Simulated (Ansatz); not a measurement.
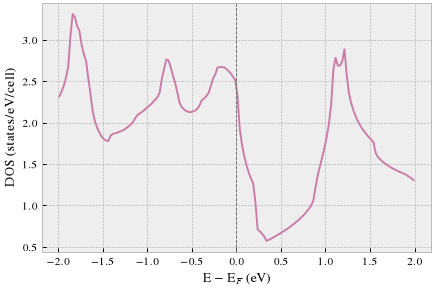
*Density of states of BeAu (P2_13) near the Fermi level, PBEsol, rigid bands (Ansatz, a program for electronic structure).*

**Question.** How far does the Fermi level move in a rigid band for 0.1 electron a cell added or removed?

**Answer.** 47 meV and -41 meV.

A metal at this level (no band gap); rigid bands, thermally averaged at 300 K, both spins. Spin-orbit coupling is left out, which matters with elements this heavy. Geometry: cell and atoms relaxed with PBEsol.

Formula and space group known from diffraction (Crystallography Open Database), not checked to be the room-temperature form: BeAu (P2_13).
